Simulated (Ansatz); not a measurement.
Stretching the Sn1–H2 bond in CH4Sn (SMILES [CH3][SnH]) (multiplicity 1 held, fragments rigid). Energies count from the point at 1.787 Å.
Geometry at that point (charge 0, multiplicity 1):
```tsv
atom	x (Å)	y (Å)	z (Å)
Sn	0.0098	0.2505	0.2452
H	-0.3459	1.4134	-1.0648
C	-0.0133	-1.4564	-1.1581
H	0.7372	-1.2942	-1.9360
H	-0.9867	-1.5032	-1.6533
H	0.1836	-2.4027	-0.6567
```

R- and RO- levels are restricted; in cc, def2 and unpolarised 6-31G sets they are followed outwards from rest. U- levels take the lowest unrestricted solution at each point, which mixes spins at long bonds. Active spaces are followed from a long bond inwards. Curves can end on different states.

Cores are frozen in the correlated methods. Filled d and f shells under p-block atoms count as core.

Programs: Ansatz (Gaussian orbitals).  In def2 rows elements past Kr take small-core potentials, without spin–orbit coupling.

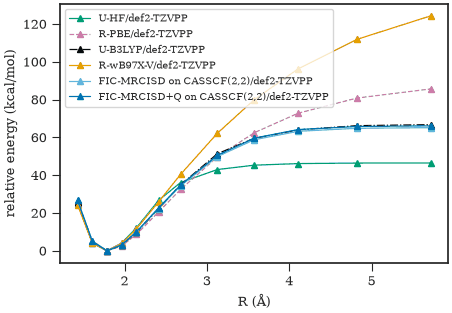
*Relative energy along the coordinate*

### Question
Read off the U-HF/def2-TZVPP curve at R = 5.720.

### Answer
about 46 kcal/mol

Doubts at one or more of the structures used: a spin-contaminated determinant (U-HF/def2-TZVPP, U-B3LYP/def2-TZVPP); a restricted determinant that unrestricted orbitals would lower (R-PBE/def2-TZVPP, R-wB97X-V/def2-TZVPP).

Ansatz is a quantum-chemistry and plane-wave program.
